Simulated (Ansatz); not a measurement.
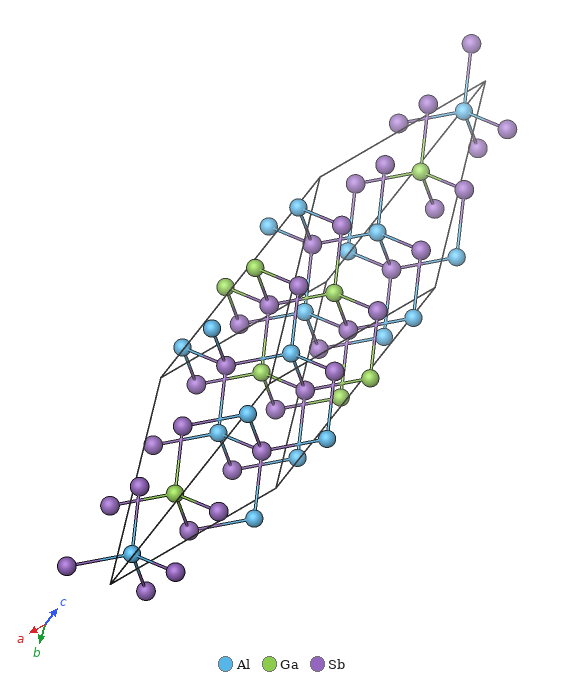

An orthographic ball-and-stick view of the structure, slightly off an axis. The outline marks the simulation cell. Periodic images bonded to atoms of the box are shown as well.

The input file of the run:
```yaml
crystal:
  lattice:
    - [-2.199557, 2.199557, 15.5483618]
    - [2.199557, -2.199557, 15.5483618]
    - [2.199557, 2.199557, -15.5483618]
  atoms:
    - { symbol: Al, position: [0.89979, 0.89979, 0.0] }
    - { symbol: Al, position: [0.5, 0.5, 0.0] }
    - { symbol: Al, position: [0.10021, 0.10021, 0.0] }
    - { symbol: Ga, position: [0.700195, 0.700195, 0.0] }
    - { symbol: Ga, position: [0.299805, 0.299805, 0.0] }
    - { symbol: Sb, position: [0.349816, 0.849816, 0.5] }
    - { symbol: Sb, position: [0.949905, 0.449905, 0.5] }
    - { symbol: Sb, position: [0.550095, 0.050095, 0.5] }
    - { symbol: Sb, position: [0.150184, 0.650184, 0.5] }
    - { symbol: Sb, position: [0.75, 0.25, 0.5] }
basis:
  ecutwfc: 500
kpoints:
  mp_grid: { grid: [12, 12, 12] }
  band_path:
    path:
      - [[0.0, 0.0, 0.0], [0.0, 0.0, 0.5], [0.25, 0.25, 0.25], [0.0, 0.5, 0.0], [0.0, 0.0, 0.0], [0.5, 0.5, -0.5], [0.25500312, 0.74499688, -0.25500312]]
      - [[-0.25500312, 0.25500312, 0.25500312], [0.0, 0.0, 0.0]]
      - [[0.0, 0.0, 0.5], [-0.01000625, 0.01000625, 0.5]]
      - [[0.5, 0.5, -0.01000625], [0.5, 0.5, -0.5]]
    npoints: 14
hamiltonian:
  xc: r2scan
scf:
  occupations: { method: gaussian, width: 0.02 }
  n_extra_bands: 25
output:
  forces: true
  stress: true
  eigenvalues: true
  populations: true
  dos: { projected: true, de: 0.02, nscf_kmesh: { grid: [18, 18, 18] } }
  bader: true
  write_density: true
  write_potential: true
  elf: true
  volumetric_format: npy
```
Run as:
```sh
ansatz run input.yaml --threads 4 --pin off --max-ram 8192MiB --backend cpu --events-out ev --progress --plain --runs-dir out
```

Run with Ansatz, DFT r2SCAN, scalar-relativistic, plane waves, PAW and these settings: a basis cut at 500 eV, k-grid 12×12×12, Gaussian smearing of 0.02 eV, no spin polarisation.

List the Bader charges.

Al +1.76 e; Ga +0.39 e; Sb -1.76 to -0.37 e. The transfer is large, as in an ionic solid.

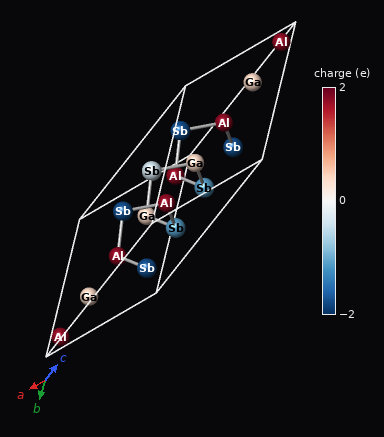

The atoms coloured by those charges.

Starting structure: a structure type filled with these elements by a generator (whether the compound takes this form wasn't checked). Earlier steps of the study, as a rule a relaxation of our own, may have changed the cell and positions, so they can lie some per cent off the listed ones. A calculation with Ansatz used it as input.
